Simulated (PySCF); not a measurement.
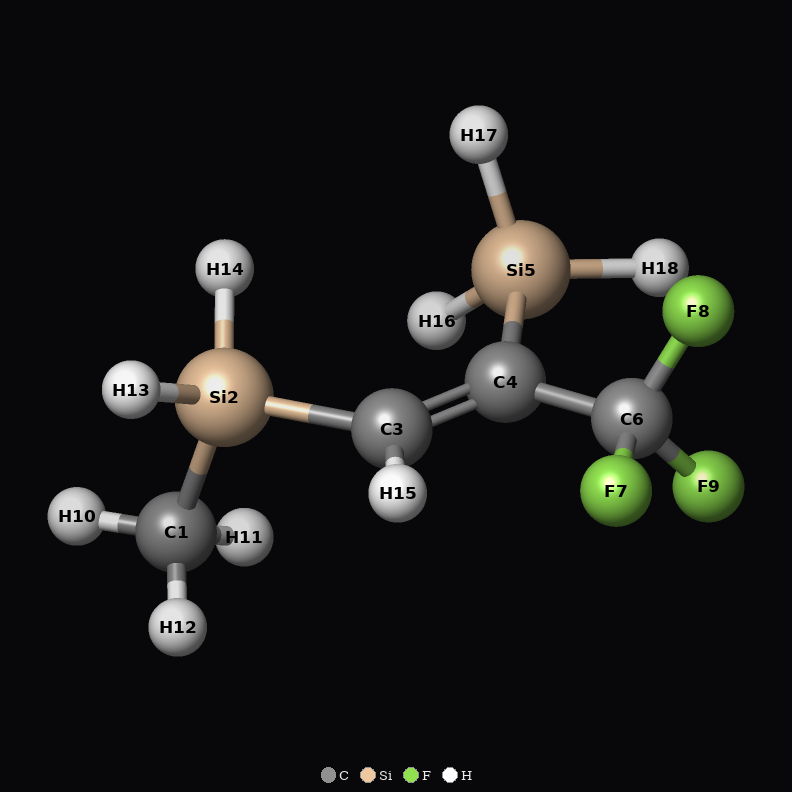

The computed structure is the end point of a PBE0-D3(BJ)/def2-SVP optimisation. No frequency run is at hand to confirm it as a minimum. Properties computed with delta-SCF UKS SCAN, pcX-2 on the ionised atom, pcseg-1 elsewhere, spin-free X2C (PySCF 2.14.0).

Give the core-electron binding energies (to vacuum; p and d levels without spin–orbit splitting) of C1 1s, Si2 1s, Si2 2p, C3 1s, C4 1s, Si5 1s, Si5 2p, C6 1s, F7 1s.

```
atom  level  binding energy (eV)
  C1     1s                290.5
 Si2     1s               1846.5
 Si2     2p                107.0
  C3     1s                290.5
  C4     1s                290.7
 Si5     1s               1846.8
 Si5     2p                107.2
  C6     1s                297.9
  F7     1s                693.8
```
